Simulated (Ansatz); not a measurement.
# GeH3 (doublet): one geometry, many settings at distance Ge1–H3 = 5.281 Å

Aim: run GeH3 (doublet) at one geometry under a spread of methods and options, and see what each costs and gives.

The runs use Ansatz 0.2.0, Gaussian basis; the settings change from run to run.

20 further runs of the same task are left out: 13 that didn't finish, 7 set aside as unsound or not needed. Runs told in other sessions of the task aren't counted.

## 1. The geometry

The geometry derives from a PBE0/def2-TZVP stationary point (not a proven minimum). One bond is set to the value named and the two fragments are kept rigid. No spin-orbit coupling is included. The filled d shell of Ge may be among the frozen orbitals whatever the setting's name suggests.

4 atoms, charge 0, spin multiplicity 2.

Atoms are counted from 1 here; the program's logs count them from 0.

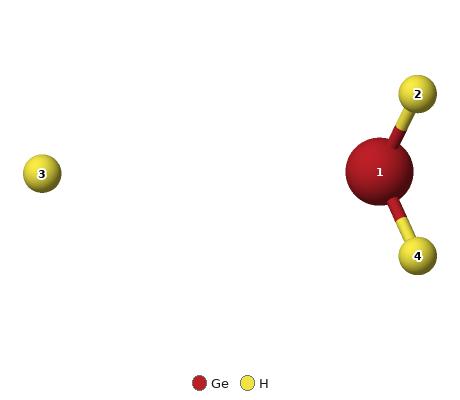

The geometry (germanium red, hydrogen yellow); atoms are numbered from 1 in the order of the file.

## 2. MP2 on ROHF/6-31G

Input file in.yaml:

```yaml
crystal:
  periodic: [false, false, false]
  atoms:
    - {symbol: Ge, position_ang: [0.024272, -0.040849, -0.033860]}
    - {symbol: H, position_ang: [1.489244, -0.023957, 0.437443]}
    - {symbol: H, position_ang: [-2.543528, 4.286503, 1.569071]}
    - {symbol: H, position_ang: [-0.694912, -1.318625, 0.433707]}
basis:
  gaussian: {orbitals: 6-31G}
magnetization: {spin_polarized: false, initial_magnetization: 1}
hamiltonian: {pseudopotentials: {relativity: scalar}}
correlation: {method: mp2, electrons: outside_noble_gas}
accuracy: high
scf: {lower_state_search: off}
output: {forces: true}
```

The run is started by

```console
$ ansatz run in.yaml --threads 1 --pin off --events-out ev --progress --plain --max-ram 2393MiB
```

Output:

```text
Functional definition: HF
  name "HF"
  cite "Fock, Z. Phys. 61, 126 (1930) doi:10.1007/BF01340294"
  parent pbe
  exchange = exact_x
  correlation = 0
these checks for a lower state are left out or cut short: starts, cluster_reference, orbital_swaps, neighbouring_geometries, increment
562 factors; integrals over basis functions are off by at most 3.6e-9 eV
mean field evaluation 1: about -56979.7796 eV, gradient 8.6e0 eV
mean field evaluation 2: about -56979.8012 eV, gradient 8.7e0 eV
mean field evaluation 4: about -56980.0969 eV, gradient 3.6e0 eV
mean field evaluation 8: about -56980.3151 eV, gradient 1.8e-1 eV
mean field evaluation 16: about -56980.3154 eV, gradient 2.3e-8 eV
mean field -56980.31541453 eV, -2093.9879688391 hartree, gradient 2.3e-8 eV, S^2 0.750000; 0 other end points of the search recorded, 0 dependent functions left out
14 core orbitals not correlated: weight in the atoms' cores, before any rotation towards them, 0.998 or more for the frozen orbitals, at most 0.001 for the correlated occupied ones
reference -56980.31541453 eV, -2093.9879688391 hartree; 4, 3 occupied and 17, 18 virtual orbitals, 562 factors
second order -1.22089836 eV of doubles, -0.00000382 eV of singles
the calculation of the forces begins
Total energy: -56981.53631671 eV, -2094.0328361665 hartree
Relativity: scalar
Atom 0 at     0.024272    -0.040849    -0.033860 Å, force    -1.101510     1.862291    -1.386403 eV/Å
Atom 1 at     1.489244    -0.023957     0.437443 Å, force     0.823676    -0.768716     0.693798 eV/Å
Atom 2 at    -2.543528     4.286503     1.569071 Å, force     0.000574    -0.000967    -0.000257 eV/Å
Atom 3 at    -0.694912    -1.318625     0.433707 Å, force     0.277259    -1.092607     0.692863 eV/Å
Dipole moment:     0.102660    -0.173566     0.129908 e Å
Checks for a lower state left out: starts, cluster_reference, orbital_swaps, neighbouring_geometries, increment
```

Wall time 0.84 s (1 thread of Arm Neoverse V2, shared host).

## 3. CCSDT(Q) on ROHF/6-31G

Edit in.yaml of step 2 so:

```diff
@@ -10,6 +10,3 @@
 magnetization: {spin_polarized: false, initial_magnetization: 1}
-hamiltonian: {pseudopotentials: {relativity: scalar}}
-correlation: {method: mp2, electrons: outside_noble_gas}
-accuracy: high
-scf: {lower_state_search: off}
-output: {forces: true}
+correlation: {method: ccsdt_q, electrons: outside_noble_gas}
+scf: {lower_state_search: light}
```

The command is unchanged.

Output, shortened:

```text
Functional definition: HF
  name "HF"
  cite "Fock, Z. Phys. 61, 126 (1930) doi:10.1007/BF01340294"
  parent pbe
[...]
569 factors; integrals over basis functions are off by at most 6.8e-8 eV
[...]
mean field -56507.55906504 eV, -2076.6144934409 hartree, gradient 3.3e-6 eV, S^2 0.750000; 0 other end points of the search recorded, 0 dependent functions left out
[...]
14 core orbitals not correlated: weight in the atoms' cores, before any rotation towards them, 0.998 or more for the frozen orbitals, at most 0.001 for the correlated occupied ones
reference -56507.55906504 eV, -2076.6144934409 hartree; 4, 3 occupied and 17, 18 virtual orbitals, 569 factors
second order -1.21220555 eV of doubles, -0.00000416 eV of singles
cycle   1  -1.53520661 eV  change   -3.2e-1 eV  update   5.7e-2
[...]
cycle  21  -1.75177353 eV  change   -7.6e-8 eV  update   7.4e-7
perturbative correction -0.00111839 eV, -0.0000411003 hartree
Total energy: -56509.31195697 eV, -2076.6789110311 hartree
```

Wall time 2.7 s (1 thread of Arm Neoverse V2, shared host).

From the report: correlation -1.7529 eV; T1 0.010; largest double amplitude 0.12.

## 4. MP2 on UHF/def2-SVP

Edit in.yaml of step 3 so:

```diff
@@ -8,5 +8,5 @@
 basis:
-  gaussian: {orbitals: 6-31G}
-magnetization: {spin_polarized: false, initial_magnetization: 1}
-correlation: {method: ccsdt_q, electrons: outside_noble_gas}
-scf: {lower_state_search: light}
+  gaussian: {orbitals: def2-SVP}
+magnetization: {spin_polarized: true, initial_magnetization: 1}
+correlation: {method: mp2, electrons: valence}
+output: {forces: true}
```

The command is unchanged.

Output, shortened:

```text
Functional definition: HF
  name "HF"
  cite "Fock, Z. Phys. 61, 126 (1930) doi:10.1007/BF01340294"
  parent pbe
[...]
471 factors; integrals over basis functions are off by at most 1.3e-3 eV
[...]
mean field -56510.09449311 eV, -2076.7076687041 hartree, gradient 1.0e-6 eV, S^2 1.257807; 8 other end points of the search recorded, 0 dependent functions left out
9 core orbitals not correlated: weight in the atoms' cores, before any rotation towards them, 1.000 or more for the frozen orbitals, at most 0.000 for the correlated occupied ones
reference -56510.09449311 eV, -2076.7076687041 hartree; 9, 8 occupied and 29, 30 virtual orbitals, 471 factors
second order -5.64784303 eV of doubles, -0.00000000 eV of singles
[...]
Total energy: -56515.74233615 eV, -2076.9152231073 hartree
Atom 0 at     0.024272    -0.040849    -0.033860 Å, force    -0.701605     1.186181    -0.882173 eV/Å
Atom 1 at     1.489244    -0.023957     0.437443 Å, force     0.255771    -0.648722     0.441111 eV/Å
Atom 2 at    -2.543528     4.286503     1.569071 Å, force     0.000614    -0.001034    -0.000373 eV/Å
Atom 3 at    -0.694912    -1.318625     0.433707 Å, force     0.445221    -0.536425     0.441435 eV/Å
Dipole moment:     0.064924    -0.109763     0.081037 e Å
```

Wall time 1.8 s (1 thread of Arm Neoverse V2, shared host).

From the report: ⟨S²⟩ of the determinant 1.258 (pure doublet: 0.75). The determinant of MP2 (⟨S²⟩ 1.26) is far from a pure spin state, so its energy mixes those of several spin states; that is harmless only where they are near-degenerate.

## 5. NEVPT2(5,6)/6-31G*

Input file in.yaml:

```yaml
crystal:
  periodic: [false, false, false]
  atoms:
    - {symbol: Ge, position_ang: [0.024272, -0.040849, -0.033860]}
    - {symbol: H, position_ang: [1.489244, -0.023957, 0.437443]}
    - {symbol: H, position_ang: [-2.543528, 4.286503, 1.569071]}
    - {symbol: H, position_ang: [-0.694912, -1.318625, 0.433707]}
basis:
  gaussian: {orbitals: "6-31G*"}
magnetization: {spin_polarized: false, initial_magnetization: 1}
hamiltonian: {pseudopotentials: {relativity: scalar}}
correlation: {method: sc_nevpt2, electrons: valence, active_space: {window: {electrons: 5, orbitals: 6}, states: [{multiplicity: 2, weights: [0.5, 1, 1, 1]}, {multiplicity: 4, weights: [1]}]}}
```

The command is unchanged.

Output, shortened:

```text
Functional definition: HF
  name "HF"
  cite "Fock, Z. Phys. 61, 126 (1930) doi:10.1007/BF01340294"
  parent pbe
[...]
669 factors; integrals over basis functions are off by at most 6.4e-8 eV
[...]
mean field -56982.71863683 eV, -2094.0762856296 hartree, gradient 2.0e-6 eV, S^2 0.750000; 0 other end points of the search recorded, 0 dependent functions left out
reference -56982.71863683 eV, -2094.0762856296 hartree; 18, 17 occupied and 23, 24 virtual orbitals, 669 factors
state -56983.24885745 eV, -2094.0957708779 hartree
state -56982.85756590 eV, -2094.0813911788 hartree
state -56981.44330484 eV, -2094.0294180432 hartree
state -56978.70613740 eV, -2093.9288289953 hartree
state -56983.24885745 eV, -2094.0957708779 hartree; corrected -56989.47350512 eV, -2094.3245224604 hartree
state -56982.85756590 eV, -2094.0813911788 hartree; corrected -56988.84900064 eV, -2094.3015723441 hartree
state -56981.44330484 eV, -2094.0294180432 hartree; corrected -56987.62254000 eV, -2094.2565007471 hartree
state -56978.70613740 eV, -2093.9288289953 hartree; corrected -56984.86756522 eV, -2094.1552572914 hartree
state -56982.85624428 eV, -2094.0813426101 hartree
state -56982.85624428 eV, -2094.0813426101 hartree; corrected -56988.84774138 eV, -2094.3015260672 hartree
Total energy: -56987.76079995 eV, -2094.2615817067 hartree
Relativity: scalar
```

Run time: 6 s. Hardware: 1 thread of Arm Neoverse V2, shared host.

From the report: 300 determinants; active occupations (of the averaged states) 1.96, 1.10, 1.00, 0.90, 0.03, 0.01.

## 6. MRCISD+Q(1,4)/6-31G

Input file in.yaml:

```yaml
crystal:
  periodic: [false, false, false]
  atoms:
    - {symbol: Ge, position_ang: [0.024272, -0.040849, -0.033860]}
    - {symbol: H, position_ang: [1.489244, -0.023957, 0.437443]}
    - {symbol: H, position_ang: [-2.543528, 4.286503, 1.569071]}
    - {symbol: H, position_ang: [-0.694912, -1.318625, 0.433707]}
basis:
  gaussian: {orbitals: 6-31G}
magnetization: {spin_polarized: false, initial_magnetization: 1}
correlation: {method: fic_mrcisd_q, electrons: valence, active_space: {window: {electrons: 1, orbitals: 4}}}
```

Same command.

Output, shortened:

```text
Functional definition: HF
  name "HF"
  cite "Fock, Z. Phys. 61, 126 (1930) doi:10.1007/BF01340294"
  parent pbe
[...]
350 factors; integrals over basis functions are off by at most 4.1e-4 eV
[...]
mean field -56507.55886783 eV, -2076.6144861937 hartree, gradient 3.0e-6 eV, S^2 0.750000; 0 other end points of the search recorded, 0 dependent functions left out
reference -56507.55886783 eV, -2076.6144861937 hartree; 18, 17 occupied and 17, 18 virtual orbitals, 350 factors
state -56507.55886783 eV, -2076.6144861937 hartree
contracted CI cycle   1: correlation 0.00000000 eV, 0.0000000000 hartree, residual 3.43e1 eV
contracted CI cycle   2: correlation -5.11860806 eV, -0.1881053768 hartree, residual 4.04e0 eV
contracted CI cycle   3: correlation -5.28677241 eV, -0.1942853027 hartree, residual 9.87e-1 eV
contracted CI cycle   4: correlation -5.29952528 eV, -0.1947539621 hartree, residual 3.31e-1 eV
contracted CI cycle   5: correlation -5.30111200 eV, -0.1948122728 hartree, residual 1.06e-1 eV
contracted CI cycle   6: correlation -5.30130941 eV, -0.1948195275 hartree, residual 5.34e-2 eV
contracted CI cycle   7: correlation -5.30134831 eV, -0.1948209571 hartree, residual 1.77e-2 eV
contracted CI cycle   8: correlation -5.30135349 eV, -0.1948211474 hartree, residual 5.90e-3 eV
contracted CI cycle   9: correlation -5.30135383 eV, -0.1948211600 hartree, residual 1.38e-3 eV
state -56507.55886783 eV, -2076.6144861937 hartree; corrected -56513.16025306 eV, -2076.8203333040 hartree
WARN: 3 active orbitals are nearly empty or full. The corrections depend on them more than the energy does, and are more stable in an active space without them
Total energy: -56513.16025306 eV, -2076.8203333040 hartree
```

Wall time 0.93 s (1 thread of Arm Neoverse V2, shared host).

From the report: 3 determinants; active occupations 1.00, 0.00, 0.00, 0.00. The report marks this result as in doubt.

## 7. CASCI(3,4)/6-31G

Edit in.yaml of step 6 so:

```diff
@@ -8,4 +8,4 @@
 basis:
-  gaussian: {orbitals: 6-31G}
+  gaussian: {orbitals: 6-31G, fitting: {mean_field: def2-universal-jkfit}, point_charges: [{charge: -1.00, position_ang: [4.586, -0.585, 0.669]}]}
 magnetization: {spin_polarized: false, initial_magnetization: 1}
-correlation: {method: fic_mrcisd_q, electrons: valence, active_space: {window: {electrons: 1, orbitals: 4}}}
+correlation: {active_space: {window: {electrons: 3, orbitals: 4}, fixed_orbitals: true}}
```

Same command.

Output:

```text
Functional definition: HF
  name "HF"
  cite "Fock, Z. Phys. 61, 126 (1930) doi:10.1007/BF01340294"
  parent pbe
  exchange = exact_x
  correlation = 0
320 factors; integrals over basis functions are off by at most 2.2e-1 eV
mean field evaluation 1: about -56500.8364 eV, gradient 1.5e1 eV
mean field evaluation 2: about -56493.3604 eV, gradient 2.3e1 eV
mean field evaluation 4: about -56507.5059 eV, gradient 4.4e0 eV
mean field evaluation 8: about -56507.6620 eV, gradient 3.8e-1 eV
mean field evaluation 16: about -56507.6619 eV, gradient 2.5e-1 eV
mean field -56507.66351139 eV, -2076.6183317735 hartree, gradient 7.9e-7 eV, S^2 0.750000; 2 other end points of the search recorded, 0 dependent functions left out
reference -56507.66351139 eV, -2076.6183317735 hartree; 18, 17 occupied and 17, 18 virtual orbitals, 320 factors
state -56507.77736548 eV, -2076.6225158343 hartree
Total energy: -56507.77736548 eV, -2076.6225158343 hartree
```

Wall time 0.21 s (1 thread of Arm Neoverse V2, shared host).

From the report: 24 determinants; active occupations 1.97, 1.00, 0.03, 0.00.

## 8. CCSDT(Q)/B on ROHF/6-31G

Input file in.yaml:

```yaml
crystal:
  periodic: [false, false, false]
  atoms:
    - {symbol: Ge, position_ang: [0.024272, -0.040849, -0.033860]}
    - {symbol: H, position_ang: [1.489244, -0.023957, 0.437443]}
    - {symbol: H, position_ang: [-2.543528, 4.286503, 1.569071]}
    - {symbol: H, position_ang: [-0.694912, -1.318625, 0.433707]}
basis:
  gaussian: {orbitals: 6-31G}
magnetization: {spin_polarized: false, initial_magnetization: 1}
hamiltonian: {pseudopotentials: {relativity: none}}
correlation: {method: ccsdt_q_b, electrons: valence}
```

Launched as before.

Output, shortened:

```text
Functional definition: HF
  name "HF"
  cite "Fock, Z. Phys. 61, 126 (1930) doi:10.1007/BF01340294"
  parent pbe
[...]
569 factors; integrals over basis functions are off by at most 6.8e-8 eV
[...]
mean field -56507.55906504 eV, -2076.6144934409 hartree, gradient 3.3e-6 eV, S^2 0.750000; 0 other end points of the search recorded, 0 dependent functions left out
[...]
9 core orbitals not correlated: weight in the atoms' cores, before any rotation towards them, 1.000 or more for the frozen orbitals, at most 0.000 for the correlated occupied ones
reference -56507.55906504 eV, -2076.6144934409 hartree; 9, 8 occupied and 17, 18 virtual orbitals, 569 factors
second order -5.48797969 eV of doubles, -0.00000416 eV of singles
cycle   1  -5.37371157 eV  change    1.1e-1 eV  update   6.2e-2
[...]
cycle  23  -5.70154265 eV  change   -5.0e-7 eV  update   1.3e-6
perturbative correction -0.00084623 eV, -0.0000310982 hartree
Total energy: -56513.26145391 eV, -2076.8240523667 hartree
```

Wall time 13 s (1 thread of Arm Neoverse V2, shared host); peak memory 0.35 GiB.

From the report: correlation -5.7024 eV; T1 0.007; largest double amplitude 0.12.

## 9. MRCISD+Q(relaxed)(7,6)/6-31G

Edit in.yaml of step 8 so:

```diff
@@ -10,3 +10,2 @@
 magnetization: {spin_polarized: false, initial_magnetization: 1}
-hamiltonian: {pseudopotentials: {relativity: none}}
-correlation: {method: ccsdt_q_b, electrons: valence}
+correlation: {method: fic_mrcisd_q_relaxed, electrons: valence, active_space: {window: {electrons: 7, orbitals: 6}}}
```

The command is unchanged.

Output, shortened:

```text
Functional definition: HF
  name "HF"
  cite "Fock, Z. Phys. 61, 126 (1930) doi:10.1007/BF01340294"
  parent pbe
[...]
350 factors; integrals over basis functions are off by at most 4.1e-4 eV
[...]
mean field -56507.55886783 eV, -2076.6144861937 hartree, gradient 3.0e-6 eV, S^2 0.750000; 0 other end points of the search recorded, 0 dependent functions left out
reference -56507.55886783 eV, -2076.6144861937 hartree; 18, 17 occupied and 17, 18 virtual orbitals, 350 factors
state -56508.47482684 eV, -2076.6481470666 hartree
contracted CI cycle   1: correlation 0.00000000 eV, 0.0000000000 hartree, residual 3.38e1 eV
contracted CI cycle   2: correlation -4.37415185 eV, -0.1607471156 hartree, residual 3.51e0 eV
contracted CI cycle   3: correlation -4.51777650 eV, -0.1660252241 hartree, residual 1.17e0 eV
contracted CI cycle   4: correlation -4.53607829 eV, -0.1666978024 hartree, residual 4.66e-1 eV
contracted CI cycle   5: correlation -4.53921097 eV, -0.1668129262 hartree, residual 2.23e-1 eV
contracted CI cycle   6: correlation -4.54008423 eV, -0.1668450182 hartree, residual 1.16e-1 eV
contracted CI cycle   7: correlation -4.54029447 eV, -0.1668527441 hartree, residual 5.69e-2 eV
contracted CI cycle   8: correlation -4.54034505 eV, -0.1668546030 hartree, residual 2.29e-2 eV
contracted CI cycle   9: correlation -4.54035341 eV, -0.1668549104 hartree, residual 1.01e-2 eV
contracted CI cycle  10: correlation -4.54035475 eV, -0.1668549595 hartree, residual 3.53e-3 eV
contracted CI cycle  11: correlation -4.54035493 eV, -0.1668549660 hartree, residual 1.47e-3 eV
state -56508.47482684 eV, -2076.6481470666 hartree; corrected -56513.17949508 eV, -2076.8210404355 hartree
Total energy: -56513.17949508 eV, -2076.8210404355 hartree
```

Run time: 1.8 s. Hardware: 1 thread of Arm Neoverse V2, shared host.

From the report: 152 determinants; active occupations 2.00, 1.98, 1.97, 1.00, 0.03, 0.03.

## 10. CCSDT/cc-pVDZ

Input file in.yaml:

```yaml
crystal:
  periodic: [false, false, false]
  atoms:
    - {symbol: Ge, position_ang: [0.024272, -0.040849, -0.033860]}
    - {symbol: H, position_ang: [1.489244, -0.023957, 0.437443]}
    - {symbol: H, position_ang: [-2.543528, 4.286503, 1.569071]}
    - {symbol: H, position_ang: [-0.694912, -1.318625, 0.433707]}
basis:
  gaussian: {orbitals: cc-pVDZ}
magnetization: {spin_polarized: true, initial_magnetization: 1}
hamiltonian: {xc: {name: B3LYP}}
correlation: {method: ccsdt, electrons: outside_noble_gas}
output: {forces: true}
```

The command is unchanged.

Output, shortened:

```text
Functional definition: B3LYP
  name "B3LYP"
  cite "Stephens, Devlin, Chabalowski & Frisch, J. Phys. Chem. 98, 11623 (1994) doi:10.1021/j100096a001"
  cite "Becke, Phys. Rev. A 38, 3098 (1988) doi:10.1103/PhysRevA.38.3098"
  cite "Lee, Yang & Parr, Phys. Rev. B 37, 785 (1988) doi:10.1103/PhysRevB.37.785"
  cite "Vosko, Wilk & Nusair, Can. J. Phys. 58, 1200 (1980) doi:10.1139/p80-159"
[...]
770 factors; integrals over basis functions are off by at most 1.7e-7 eV
[...]
mean field -56563.04782258 eV, -2078.6536676689 hartree, gradient 2.0e-7 eV, S^2 0.750610; 2 other end points of the search recorded, 0 dependent functions left out
14 core orbitals not correlated: weight in the atoms' cores, before any rotation towards them, 0.999 or more for the frozen orbitals, at most 0.000 for the correlated occupied ones
reference -56515.92048138 eV, -2076.9217698240 hartree; 4, 3 occupied and 24, 25 virtual orbitals, 770 factors
second order -2.34866418 eV of doubles, -0.12275261 eV of singles
cycle   1  -2.92084489 eV  change   -4.5e-1 eV  update   6.0e-2
[...]
cycle  31  -3.19146597 eV  change   -2.9e-9 eV  update   2.1e-8
[...]
Total energy: -56519.11194735 eV, -2077.0390540350 hartree
Atom 0 at     0.024272    -0.040849    -0.033860 Å, force    -1.033336     1.747030    -1.300247 eV/Å
Atom 1 at     1.489244    -0.023957     0.437443 Å, force     0.720010    -0.752646     0.650568 eV/Å
Atom 2 at    -2.543528     4.286503     1.569071 Å, force     0.000296    -0.000499    -0.000192 eV/Å
Atom 3 at    -0.694912    -1.318625     0.433707 Å, force     0.313030    -0.993885     0.649872 eV/Å
Dipole moment:     0.054055    -0.091388     0.067538 e Å
```

Wall time 25 s (1 thread of Arm Neoverse V2, shared host).

From the report: ⟨S²⟩ of the determinant 0.751 (pure doublet: 0.75); correlation -3.1915 eV; T1 0.017; largest double amplitude 0.12. The orbitals are Kohn-Sham ones, so correlation energy and T1 don't compare with those on Hartree-Fock orbitals.

## 11. The runs in one table

Where basis and cores are those of an earlier FCI/6-31G run (-56509.3125 eV), and the records show the same count of frozen orbitals and kind of state, the miss against it is given; a blank cell means that this couldn't be shown. † marks a result that the program doubts.

| level | correlated | functions | energy (eV) | from FCI (meV) | time |
| --- | --- | --- | --- | --- | --- |
| MP2 on ROHF/6-31G (relativity set) | outside noble gas | 35 | -56981.5363 |  | 0.84 s |
| CCSDT(Q) on ROHF/6-31G | outside noble gas | 35 | -56509.3120 | 0.5 | 2.7 s |
| MP2 on UHF/def2-SVP | valence | 47 | -56515.7423 |  | 1.8 s |
| NEVPT2(5,6)/6-31G* (mean of several states, relativity set) | valence | 41 | -56987.7608 |  | 6 s |
| MRCISD+Q(1,4)/6-31G † | valence | 35 | -56513.1603 |  | 0.93 s |
| CASCI(3,4)/6-31G (beside a point charge) |  | 35 | -56507.7774 |  | 0.21 s |
| CCSDT(Q)/B on ROHF/6-31G | valence | 35 | -56513.2615 |  | 13 s |
| MRCISD+Q(relaxed)(7,6)/6-31G | valence | 35 | -56513.1795 |  | 1.8 s |
| CCSDT/cc-pVDZ (on B3LYP orbitals) | outside noble gas | 42 | -56519.1119 |  | 25 s |

## 12. Results

| quantity | value |
| --- | --- |
| runs | 9 |
| quickest | CASCI(3,4)/6-31G (beside a point charge), 0.21 s |
| slowest | CCSDT/cc-pVDZ (on B3LYP orbitals), 25 s |

What this shows: Total energies in different bases, with other cores or another treatment of relativity can't be set against each other. «valence» and «outside noble gas» are the program's key words; the logs give how many orbitals each freezes, and for Ga to Kr the 3d shell needn't follow the word's plain sense. CCSDT/cc-pVDZ (on B3LYP orbitals) took 117 times as long as CASCI(3,4)/6-31G (beside a point charge); the jobs differ in more than the method.
